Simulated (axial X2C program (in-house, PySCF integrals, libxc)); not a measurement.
**A two-component session on PN: properties at the nuclei**

Aim: properties at the nuclei of PN, with spin–orbit coupling in the Hamiltonian from the start.

Computed with an in-house X2C program for linear molecules on PySCF integrals. Level: two-component X2C with atomic mean-field terms, P dyall-av3z, N dyall-av3z.

All values are calculated.

**1. The job**

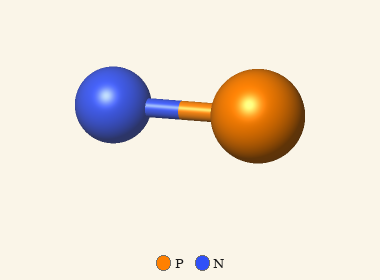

The two atoms at 1.620 Å (phosphorus orange, nitrogen blue).

File task.json:

```json
{
 "zs": [
  15,
  7
 ],
 "q": 0,
 "bas": [
  "dyall-av3z",
  "dyall-av3z"
 ],
 "r0": 1.62,
 "levels": [
  "PBE0",
  "HF",
  "B3LYP"
 ],
 "nst": 1,
 "ff": 1,
 "thr": -3.5,
 "nmax": 130,
 "opt": {
  "ecut": 60
 }
}
```

Keys: zs atomic numbers; q charge; bas basis sets; r0 starting distance in Å; levels methods (HF also brings MP2); nst determinants followed; ff finite-field run; thr threshold in hartree for freezing inner shells (an s shell follows its p shell); nmax most natural virtual spinors; ecut virtual cutoff in hartree.

Launch:

```bash
$ python soeom.py task.json out
```

Nuclei are Gaussian, cores are contracted, and the Gaunt term is on.

**2. Expectation values, lowest determinant**

R = 1.486 Å. State: Ω = 0 (closed shell).

Output of the PBE0 run:

```text
two-component X2C + atomic mean field  PBE0
basis functions 119  fitting functions 622  grid points 4349
iter        total energy     max residual
   1       -396.711751972     1.04e-05
   2       -396.711751976     1.37e-05
   3       -396.711751977     1.18e-05
   4       -396.711751978     2.62e-06
converged
one-electron -621.32581866  Coulomb 217.22021236  exact exchange -7.30017889  xc functional -22.64710383  nuclear repulsion 37.39139108  atomic mean-field constant -0.05025404
```

The highest occupied spinor is 53% N p, 23% P p, 10% N s.

```
level  qzz P (a.u.)  qzz N (a.u.)  μ (D)
 PBE0         -1.92         -1.18  -2.84
   HF         -2.15         -1.40  -3.25
B3LYP         -1.91         -1.22  -2.88
```

qzz is the electric field gradient, eQq0 = 234.96 MHz × Q/barn × qzz; μ is positive if N is the positive end. The operators were transformed with the bare-nucleus X2C matrices.

**3. Finite-field coupled cluster**

Output:

```text
two-component X2C + atomic mean field  HF
basis functions 119  fitting functions 622  grid points 4349
iter        total energy     max residual
   1       -395.965184814     6.49e-02
   2       -395.978685178     3.92e-03
   3       -395.979172052     1.45e-03
   4       -395.979223896     7.42e-04
   5       -395.979231888     5.41e-04
   6       -395.979235207     1.04e-04
   7       -395.979235420     3.61e-05
   8       -395.979235507     2.70e-05
   9       -395.979235545     1.91e-05
  10       -395.979235584     8.28e-06
  11       -395.979235593     9.18e-07
  12       -395.979235593     3.66e-07
converged
one-electron -620.91672855  Coulomb 216.81827688  exact exchange -29.22192096  xc functional 0.00000000  nuclear repulsion 37.39139108  atomic mean-field constant -0.05025404
correlated 10  virtual 208  natural virtual 128  E(MP2) -0.358235006  MP2 remainder -0.002277559
iter   CCSD correlation   residual
   1     -0.332368328   2.03e-01
   2     -0.349158812   8.78e-02
   3     -0.353217549   2.84e-02
   4     -0.353457129   9.07e-03
   5     -0.353606308   3.63e-03
   6     -0.353561785   9.39e-04
   7     -0.353561707   2.82e-04
   8     -0.353565074   8.39e-05
   9     -0.353564824   3.08e-05
  10     -0.353564729   1.37e-05
  11     -0.353564628   6.96e-06
  12     -0.353564531   3.14e-06
  13     -0.353564568   1.30e-06
  14     -0.353564564   6.87e-07
(T) -0.023895051  T1 0.0270  D1 0.0365  max T2 0.097
```

T1 in the output is the amplitude norm over the root of the electron number; divide by √2 for the Lee–Taylor value.

10 electrons correlated in 128 natural virtual spinors, MP2 remainder added; T1 = 0.019.

```
  level  qzz P (a.u.)  qzz N (a.u.)  μ (D)
     HF         -2.15         -1.40  -3.25
    MP2         -1.81         -0.99  -2.66
   CCSD         -1.86         -1.15  -2.84
CCSD(T)         -1.79         -1.10  -2.72
```

**4. Outcome**

```
             quantity                 value
   lowest determinant  Ω = 0 (closed shell)
   qzz P (a.u.), PBE0                 -1.92
   qzz N (a.u.), PBE0                 -1.18
          μ (D), PBE0                 -2.84
qzz P (a.u.), CCSD(T)                 -1.79
qzz N (a.u.), CCSD(T)                 -1.10
       μ (D), CCSD(T)                 -2.72
```

What this shows: The expectation values come from single determinants, which for open shells can mix terms of unlike spin or miss the lowest Ω, so a determinant need not be a state. qzz is the electric field gradient, eQq0 = 234.96 MHz × Q/barn × qzz; μ is positive if N is the positive end. The operators were transformed with the bare-nucleus X2C matrices. Correlation of the inner shells is missing, which matters for properties at the nucleus.
